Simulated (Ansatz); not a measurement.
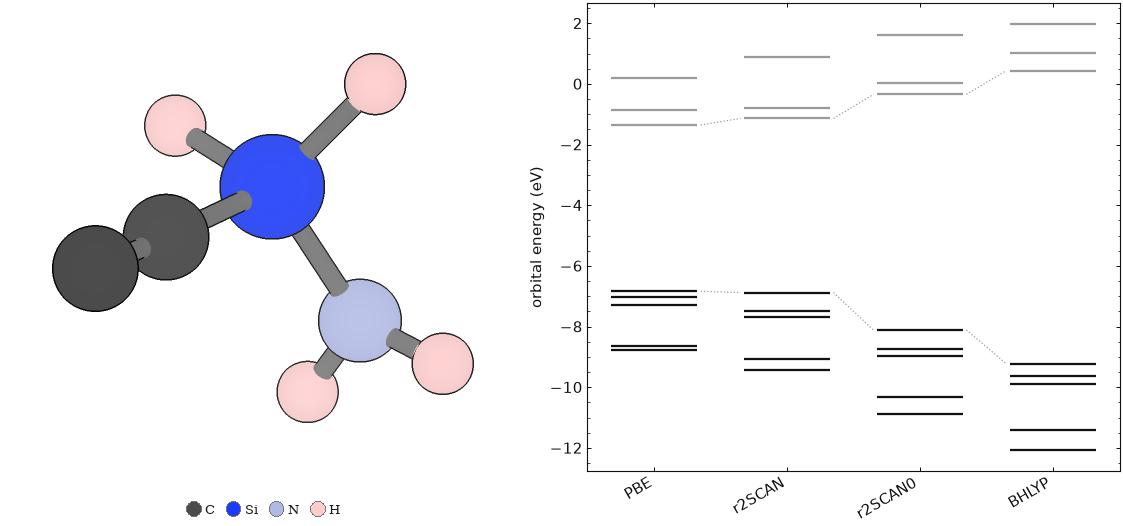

Frontier orbital energies (alpha spin) of C₂H₄NSi, SMILES [C]#C[SiH2]N, doublet at one geometry, def2-TZVPP, the Ansatz code, at a PBE0-D4/def2-TZVP geometry (a minimum by its frequencies). Empty levels are grey, levels within 0.1 eV stand side by side; all columns show the same few orbitals around the gap. Dotted lines join the HOMOs and the LUMOs. HOMO and LUMO mean the alpha set's.

### Compare the HOMO-LUMO separations.

The separation grows from 5.49 eV (PBE) to 9.66 eV (BHLYP).

| level | HOMO (eV) | LUMO (eV) | separation (eV) |
| --- | --- | --- | --- |
| PBE | −6.84 | −1.35 | 5.49 |
| r2SCAN | −6.88 | −1.14 | 5.74 |
| r2SCAN0 | −8.12 | −0.35 | 7.77 |
| BHLYP | −9.23 | 0.44 | 9.66 |

Limits of at least one run: empty levels above zero depend strongly on the basis.
